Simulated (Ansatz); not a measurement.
# Calculations on BSiNH₇

Part 1: Relaxation

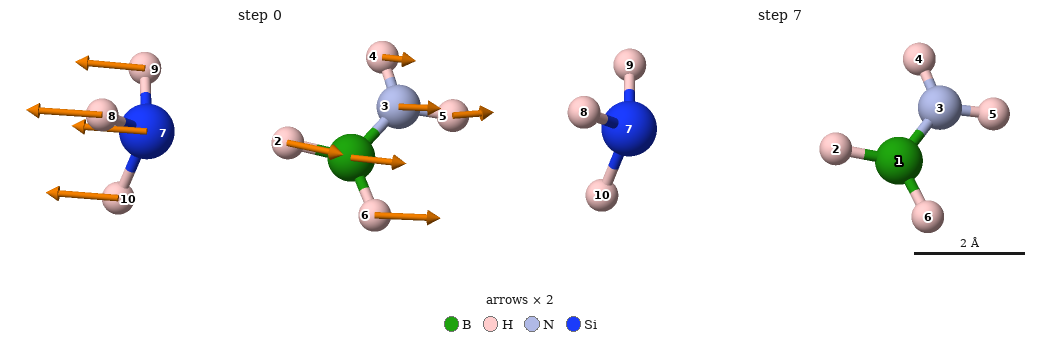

The structure of BSiNH7 (multiplicity 2) before (left) and after (right) a relaxation, at one scale. The orange arrows give the displacements, 2 times their true length.

The picture is a ball-and-stick view, seen at a tilt.

The run prepares an end point of a later path (reaction) calculation, from a guessed geometry.

All numbers below come from UKS B3LYP/6-31G* (Ansatz 0.2.0).

Input
```yaml
crystal:
  periodic: [false, false, false]
  atoms:
    - { symbol: B, position_ang: [0.054717, 0.100775, -0.259829] }
    - { symbol: H, position_ang: [-0.048864, -0.231064, 0.885109] }
    - { symbol: "N", position_ang: [1.294289, -0.010543, -0.881682] }
    - { symbol: H, position_ang: [2.11866, -0.371835, -0.420281] }
    - { symbol: H, position_ang: [1.461304, 0.257227, -1.842632] }
    - { symbol: H, position_ang: [-0.873923, 0.536326, -0.873676] }
    - { symbol: Si, position_ang: [-0.057798, -0.082828, 3.548322] }
    - { symbol: H, position_ang: [-0.757304, -1.258045, 4.14094] }
    - { symbol: H, position_ang: [1.390647, -0.122241, 3.906579] }
    - { symbol: H, position_ang: [-0.667327, 1.182228, 4.049349] }
magnetization:
  spin_polarized: true
  initial_magnetization: 1
basis:
  gaussian: { orbitals: "6-31G*" }
hamiltonian:
  xc: b3lyp
relax:
  f_tol: 0.03
  max_steps: 50
```

Command:
```bash
ansatz run input.yaml --threads 1 --pin off --max-ram 2048MiB --backend cpu --events-out ev --progress --plain --runs-dir out
```

> Describe what moved and what it gained.

The largest moves after the best rigid fit, 0.71 Å, are those of Si7 and H8. Largest moves by element: H 0.71 Å, Si 0.70 Å, B 0.52 Å, N 0.39 Å. The energy falls by 1.86 kcal/mol in 7 geometry steps. The largest force component goes from 0.22 to 0.023 eV/Å. The run took 29 s on 1 thread of Arm Neoverse V1, on a shared host, peak memory 0.15 GiB.

Limits of the set-up: the start holds two separate molecules, 2.7 Å apart at their closest, whose relative position is a soft coordinate and is computed without a dispersion correction.

Part 2: Relaxation

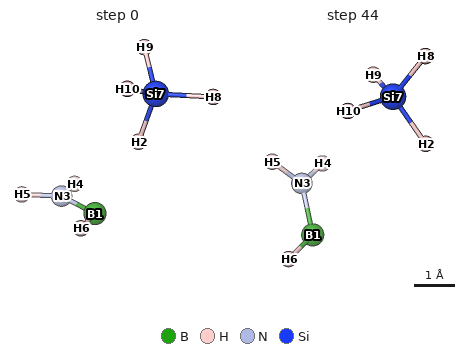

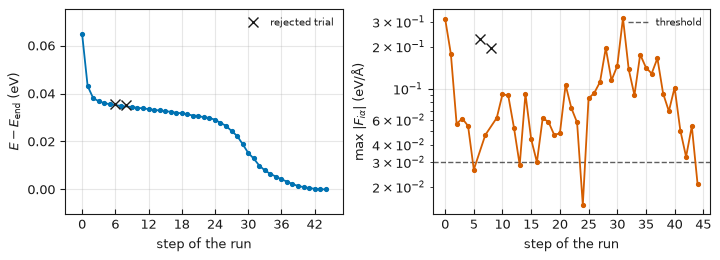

First and last geometry of a relaxation of BSiNH7 (multiplicity 2), with the history of the run. A ball-and-stick model, seen from a free direction.

The run prepares an end point of a later path (reaction) calculation, from a guessed geometry.

Method: Ansatz, UKS B3LYP/6-31G*. Settings: collinear spin; force threshold 0.03 eV/Å; at most 50 steps.

What do the curves and the structures tell?

It converged. Over 42 accepted moves (44 points after the start) the energy falls by 0.065 eV. Largest force component: 0.32 eV/Å at the start, 0.021 eV/Å at the end. The line search rejected the trial steps at points 6, 8 of the run. The forces were under the threshold at step 5, but the run went on from there. The largest move after the best rigid fit is that of H2, 1.34 Å. By element the largest moves are H 1.34 Å, B 0.73 Å, N 0.55 Å, Si 0.24 Å. Among the contacts that change: H2–Si7 1.470 → 1.484 Å.

Limits of the set-up: the start holds two separate molecules, 2.4 Å apart at their closest, whose relative position is a soft coordinate and is computed without a dispersion correction.

Part 3: Path

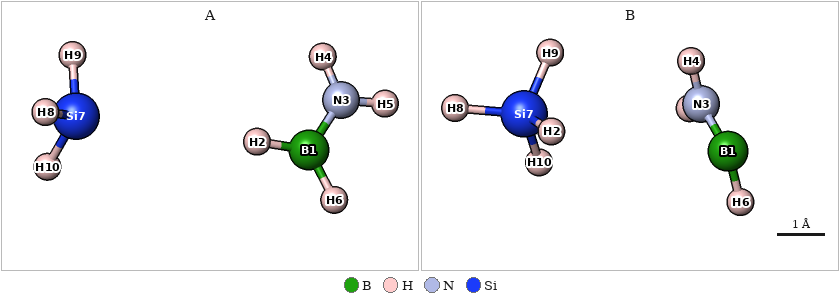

The two relaxed end points of a path for BSiNH$_{7}$ (multiplicity 2), made up at the start of BNH4 and SiH$_{3}$. The picture is a ball-and-stick view, seen at a tilt.

These are results of Ansatz 0.2.0, UKS B3LYP/6-31G*, not measurements.

Settings: 9 movable images; climbing image; force threshold 0.05 eV/Å; iteration limit 60.

Start:
```xyz
10

B     0.0544    0.0907   -0.7781
H    -0.1757   -0.3127    0.3257
N     1.3570    0.0176   -1.2657
H     2.1287   -0.3627   -0.7341
H     1.6253    0.3391   -2.1862
H    -0.8004    0.5539   -1.4767
Si   -0.1082   -0.0967    4.2447
H    -0.8104   -1.2654    4.8443
H     1.3485   -0.1446    4.5538
H    -0.7048    1.1808    4.7244
```

End:
```xyz
10

B     0.0987   -0.0154   -1.2565
H    -0.8090   -1.3133    2.3975
N     1.1994    0.1937   -0.4419
H     1.7958   -0.5548   -0.1116
H     1.5035    1.1095   -0.1196
H    -0.6123    0.8590   -1.6606
Si   -0.0180   -0.3186    3.1638
H    -0.2593   -0.5061    4.6192
H     1.4310   -0.5127    2.8883
H    -0.4154    1.0587    2.7736
```

> Predict the minimum-energy path and its barrier.

Forward barrier 0.93 eV, backward barrier 0.21 eV, with image 5 at the top; the reaction energy is +0.72 eV. Image 2 lies below both ends, at −0.01 eV, which points to an intermediate minimum that so few images don't resolve. A hydrogen atom shifts from one atom to another. Breaking: B1–H2 (1.20 → 1.66 at the top → 3.98 Å). Forming: H2–Si7 (3.93 → 1.62 at the top → 1.48 Å). The band is converged. At the top, the vibrational analysis gives one imaginary mode (682i cm⁻¹), as a transition state must have.

Energies of the converged images:

| image | path (Å) | E (eV) |
| --- | --- | --- |
| 0 | 0.00 | 0.000 |
| 1 | 0.94 | -0.001 |
| 2 | 1.88 | -0.006 |
| 3 | 2.82 | -0.006 |
| 4 | 3.76 | 0.114 |
| 5 | 4.70 | 0.933 |
| 6 | 5.42 | 0.793 |
| 7 | 6.14 | 0.749 |
| 8 | 6.87 | 0.735 |
| 9 | 7.59 | 0.723 |
| 10 | 8.31 | 0.719 |

The geometry at the top of the path:

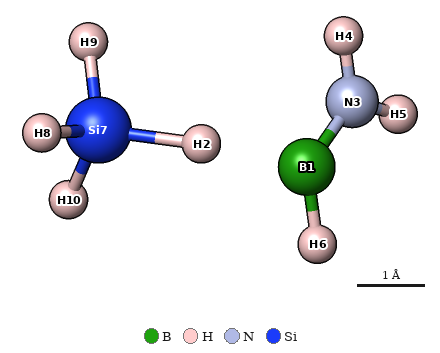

Limits of the set-up: the start holds two separate molecules, 3.9 Å apart at their closest, whose relative position is a soft coordinate and is computed without a dispersion correction.

The run took 6.1 min on 1 thread of Arm Neoverse V1, on a shared host, peak memory 0.16 GiB.
